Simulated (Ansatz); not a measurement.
Si2AsH9: several calculations on one system

## 1. Relaxation

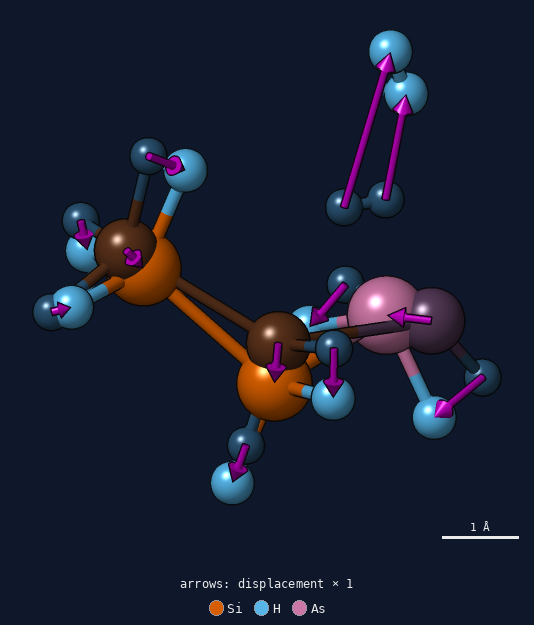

A relaxation of Si₂AsH₉ (started from a transition state, displaced along its imaginary mode). The starting structure is drawn faded, the final one solid; purple arrows show the displacements, at their true length. The two geometries are superimposed by the best rigid fit.

Style: ball-and-stick. Shown at a tilt.

Theory: RKS PBE0-D4/def2-TZVP in Ansatz. Settings: force threshold 0.005 eV/Å; at most 200 steps.

Q: Atoms of which element are displaced furthest, and by how much?

A: Hydrogen: up to 2.27 Å, against 0.60 Å for arsenic.

Q: What did the optimiser do to the structure, and how much energy did it gain?

A: An H atom moves most after the best rigid fit: 2.27 Å. Largest moves by element: H 2.27 Å, As 0.60 Å, Si 0.58 Å. Some distances before and after: H–Si 2.070 → 4.669 Å, As–H 2.262 → 4.034 Å, As–H 1.983 → 3.336 Å, As–Si 2.707 → 2.372 Å. Among the angles between lasting bonds that change: Si–As–H 139.9° → 93.0°, Si–Si–As 132.3° → 108.9°, H–Si–As 98.2° → 112.4°. Groups turn about As–Si by about 35°. The energy falls by 276.4 kJ/mol in 27 accepted moves (30 points after the start). The largest force component goes from 6.7 to 0.0036 eV/Å. The line search rejected the trial steps at points 18, 23, 24 of the run. The forces were under the threshold at step 25, but the run went on from there. Cost: 59 s on 8 threads of Arm Neoverse V1, with other jobs on the host.

## 2. Relaxation

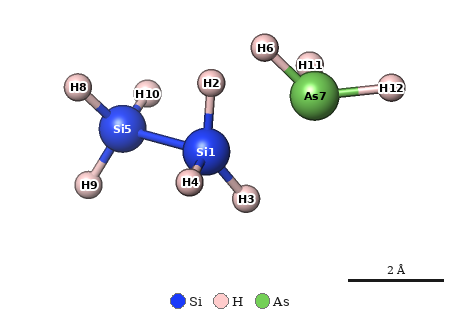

Si2AsH9 (started from a transition state, displaced along its imaginary mode), before the relaxation. The picture is a ball-and-stick view, seen from a free direction.

Level of theory: Ansatz 0.2.0, RKS PBE0-D4/def2-TZVP.

Input file:
```yaml
crystal:
  periodic: [false, false, false]
  atoms:
    - {symbol: Si, position_ang: [-0.652823, -0.315312, 0.388761]}
    - {symbol: H, position_ang: [0.832238, -0.150092, 0.561583]}
    - {symbol: H, position_ang: [-1.583557, -0.782796, -0.720891]}
    - {symbol: H, position_ang: [-1.063798, -1.041421, 1.625180]}
    - {symbol: Si, position_ang: [-0.906626, 1.976112, 0.451624]}
    - {symbol: H, position_ang: [1.947941, -1.139551, 0.318854]}
    - {symbol: As, position_ang: [1.128977, -1.995553, -0.643631]}
    - {symbol: H, position_ang: [-0.128176, 2.518316, 1.587056]}
    - {symbol: H, position_ang: [-2.313950, 2.438450, 0.555876]}
    - {symbol: H, position_ang: [-0.340241, 2.534754, -0.805790]}
    - {symbol: H, position_ang: [1.415137, -0.901777, -1.632945]}
    - {symbol: H, position_ang: [1.664979, -3.141229, -1.685578]}
basis:
  gaussian: {orbitals: def2-TZVP}
hamiltonian: {xc: pbe0, dispersion: d4}
relax: {f_tol: 0.005, max_steps: 200}
```

Command:
```bash
ansatz run in.yaml --threads 8 --pin off --events-out ev --progress --plain --max-ram 19148MiB
```

### Where does the relaxation end?

H6 moves most after the best rigid fit: 1.49 Å. By element the largest moves are H 1.49 Å, As 0.86 Å, Si 0.75 Å. Near-neighbour distances that change, for instance: Si1–As7 2.658 → 3.864 Å, H2–As7 2.224 → 3.310 Å, As7–H12 1.639 → 1.522 Å, Si1–H3 1.522 → 1.487 Å. Among the angles between lasting bonds that change: H6–As7–H12 128.1° → 92.3°, H2–Si1–H3 136.2° → 108.6°, H2–Si1–Si5 89.8° → 109.8°. Over 39 accepted moves (44 points after the start) the energy falls by 178.9 kJ/mol. Largest force component: 1.5 eV/Å at the start, 0.0047 eV/Å at the end. The line search rejected the trial steps at points 7, 10, 17, 39, 41 of the run. The forces were under the threshold at step 11, but the run went on from there.

Final geometry:

```xyz
12

Si   -0.6009    0.3186    0.3023
H     0.8793    0.3300    0.1423
H    -1.2108   -0.1784   -0.9595
H    -0.9550   -0.6076    1.4096
Si   -1.3637    2.4797    0.7734
H     2.6796   -2.3707   -0.1033
As    1.3948   -2.8030   -0.7934
H    -0.7514    2.9819    2.0331
H    -2.8433    2.4846    0.9302
H    -1.0008    3.4066   -0.3326
H     1.7216   -1.9897   -2.0367
H     2.0506   -4.0521   -1.3653
```

After the run, drawn alike:

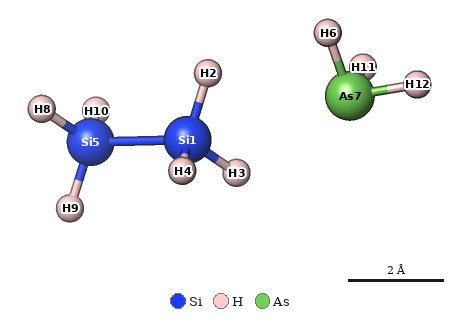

## 3. Reaction

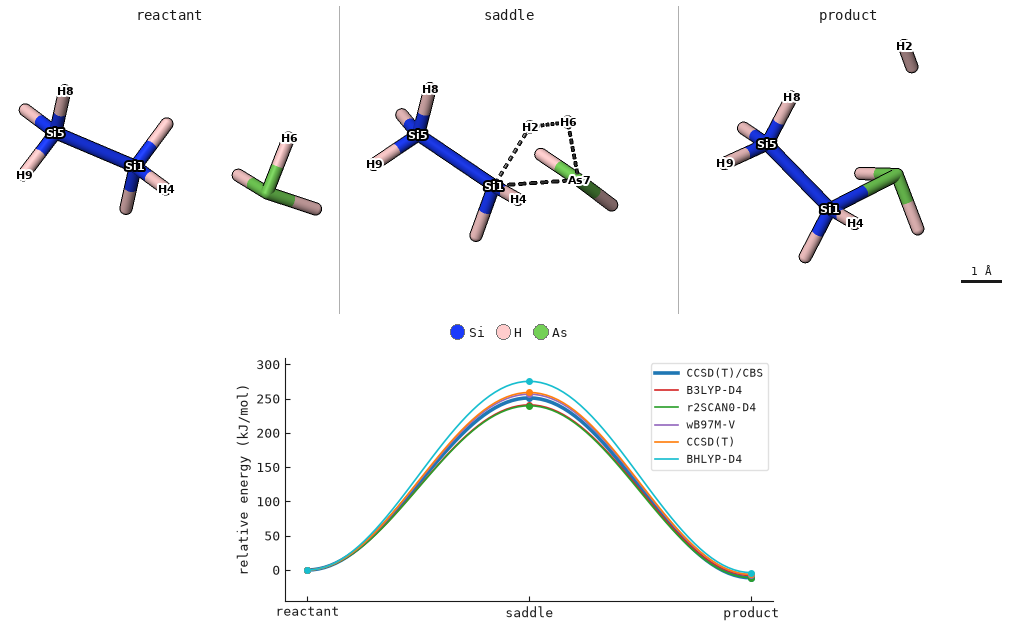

A reaction step of Si2AsH9, with its energy diagram. A stick model, seen at a tilt. Dashed sticks mark bonds that form or break.

Stationary points at PBE0-D4/def2-TZVP, single-point energies with CCSD(T)/CBS, B3LYP-D4, r2SCAN0-D4, wB97M-V, CCSD(T), BHLYP-D4 (def2-TZVPP where no basis is named; Ansatz 0.2.0). The energies are electronic, without zero-point or thermal terms, and both ends are the minima reached downhill from the saddle, with any fragments still in contact. CCSD(T)/CBS stands for a frozen-core estimate: MP2 correlation extrapolated from def2-TZVPP and def2-QZVPP, CCSD(T) minus MP2 from the smaller set.

What happens, and what does it cost?

Answer. Counted by bonded pieces, the reactant holds AsH₃ + Si₂H₆ and the product holds H₂ + Si₂AsH₇. From the reactant over the saddle to the product, bonds form: As–Si (3.86 → 2.68 → 2.37 Å), H–H (3.26 → 1.06 → 0.75 Å). Bonds break: H–Si (1.49 → 1.79 → 4.67 Å), As–H (1.52 → 1.73 → 3.34 Å). The saddle has one imaginary mode, 1401i cm⁻¹. With CCSD(T)/CBS the barrier is 251.1 kJ/mol from the reactant and 262.5 kJ/mol from the product, and the product lies 11.4 kJ/mol below the reactant.

```tsv
level	barrier from the reactant (kJ/mol)	barrier from the product (kJ/mol)	the product less the reactant (kJ/mol)
CCSD(T)/CBS	251.1	262.5	−11.4
B3LYP-D4	240.9	248.9	−8.0
r2SCAN0-D4	239.6	250.9	−11.3
wB97M-V	256.6	263.3	−6.7
CCSD(T)	259.1	265.6	−6.5
BHLYP-D4	275.3	279.2	−3.8
```

Against CCSD(T)/CBS, wB97M-V comes closest on the barrier from the reactant (+5.5 kJ/mol) and BHLYP-D4 misses most (+24.2 kJ/mol).

Limits of the set-up: the start holds two separate molecules, 3.3 Å apart at their closest, whose relative position is a soft coordinate.
